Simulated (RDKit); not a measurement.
**C$_{2}$H$_{2}$Cl$_{2}$Si: property calculation**

System: C$_{2}$H$_{2}$Cl$_{2}$Si, SMILES C#C[SiH](Cl)Cl.
Method: EHT (RDKit 2026.09.1).

The geometry comes from this level: PBE0-D4/def2-TZVP.

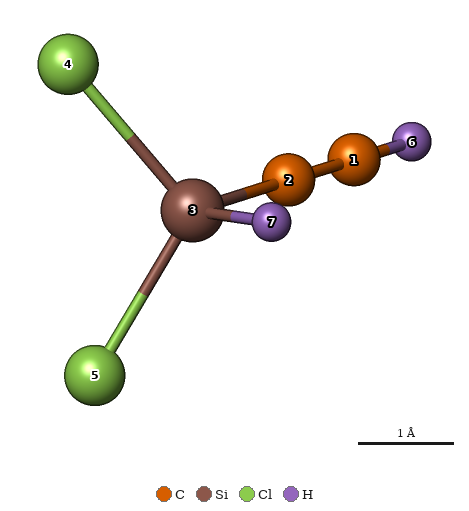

*The input geometry (ball-and-stick view, seen at a tilt; atoms are numbered from 1 in the order of the input).*

Bond lengths as drawn: Cl–Si 2.04 Å, C–C 1.21 Å, C–H 1.07 Å, C–Si 1.81 Å and H–Si 1.47 Å.

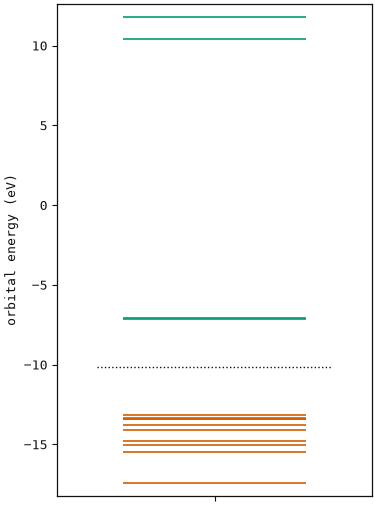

*Orbital energies near the frontier; the dotted line parts filled from empty levels, and levels within 0.02 eV of each other stand side by side.*

Highest filled −13.13 eV, lowest empty −7.14 eV, 5.99 eV apart.

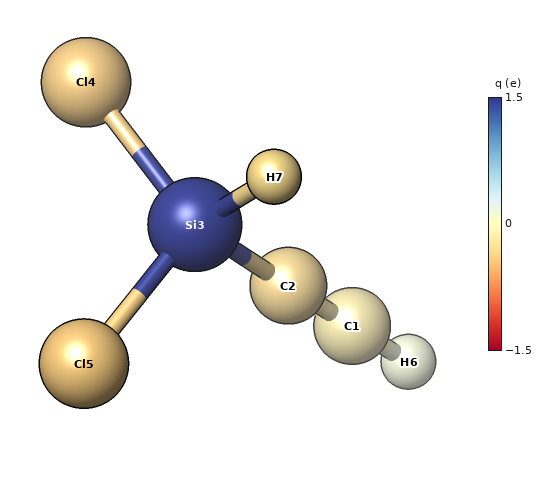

*Mulliken charges, as the colour of each atom (ball-and-stick view, seen at a tilt; atoms are numbered from 1 in the order of the input).*

By element: C −0.32 to −0.17, Si +1.46, Cl −0.39 and H −0.29 to +0.11 e.

These pictures come from the run below.

### The input (run.py)
```python
import json
import numpy as np
from rdkit import Chem
from rdkit.Chem import AllChem
from rdkit.Chem import rdDetermineBonds
from rdkit.Chem import rdEHTTools

m = Chem.MolFromXYZFile("mol.xyz")
symbols = [a.GetSymbol() for a in m.GetAtoms()]
start = m.GetConformer().GetPositions().copy()

ok, res = rdEHTTools.RunMol(m, keepOverlapAndHamiltonianMatrices=True)
if not ok:
    raise RuntimeError("the extended Hueckel run failed")
eps = np.array(res.GetOrbitalEnergies())
nel = res.numElectrons
homo = (nel + 1) // 2 - 1
print(f"{res.numOrbitals} orbitals, {nel} valence electrons, sum of one-electron energies {res.totalEnergy:.4f} eV")
for i in range(max(0, homo - 3), min(len(eps), homo + 6)):
    print(f"{i + 1:4d} {eps[i]:10.4f} eV", "(HOMO)" if i == homo else "(LUMO)" if i == homo + 1 else "")
q = np.array(res.GetAtomicCharges())
print("Mulliken charges:", " ".join(f"{a}{i + 1}={c:+.3f}" for i, (a, c) in enumerate(zip(symbols, q))))
op = res.GetReducedOverlapPopulationMatrix()
pairs = [(k, i, op[i * (i + 1) // 2 + k]) for i in range(len(symbols)) for k in range(i) if abs(op[i * (i + 1) // 2 + k]) > 0.1]
print("reduced overlap populations above 0.1")
for k, i, p in pairs:
    print(f"  {symbols[k]}{k + 1}-{symbols[i]}{i + 1} {p:7.3f}")
json.dump(dict(symbols=symbols, start=start.tolist(), energy=res.totalEnergy * 23.060548, homo=eps[homo], lumo=eps[homo + 1] if homo + 1 < len(eps) else None, orbital_energies=eps.round(4).tolist(), charges_mulliken=q.tolist(), bond_orders=[[k + 1, i + 1, round(p, 4)] for k, i, p in pairs], nel=nel), open("results.json", "w"))
```

### File mol.xyz
```
7

C      0.222100    -0.669300     1.881600
C      0.127700    -0.285200     0.743200
Si     0.012700     0.282700    -0.968900
Cl    -1.510600    -0.698400    -1.899200
Cl    -0.353700     2.286200    -0.986900
H      0.302500    -1.008200     2.889500
H      1.260700     0.024000    -1.705100
```

Command:
```bash
python run.py
```

### Output
```
22 orbitals, 28 valence electrons, sum of one-electron energies -492.9394 eV
  11   -13.4218 eV
  12   -13.3938 eV
  13   -13.3588 eV
  14   -13.1276 eV (HOMO)
  15    -7.1450 eV (LUMO)
  16    -7.0622 eV
  17    10.4406 eV
  18    11.8253 eV
  19    16.6384 eV
Mulliken charges: C1=-0.173 C2=-0.317 Si3=+1.459 Cl4=-0.393 Cl5=-0.393 H6=+0.110 H7=-0.292
reduced overlap populations above 0.1
  C1-C2   1.927
  C2-Si3   0.726
  Si3-Cl4   0.702
  Si3-Cl5   0.702
  C1-H6   0.785
  Si3-H7   0.705
```

### Summary

| quantity | value |
| --- | --- |
| outcome | converged |
| total energy | −18.115187 hartree |
| HOMO | −13.13 eV |
| LUMO | −7.14 eV |
| hardware | 1 thread of Arm Neoverse V1, 24 GiB of memory available, shared host |
| peak memory | 0.073 GiB |
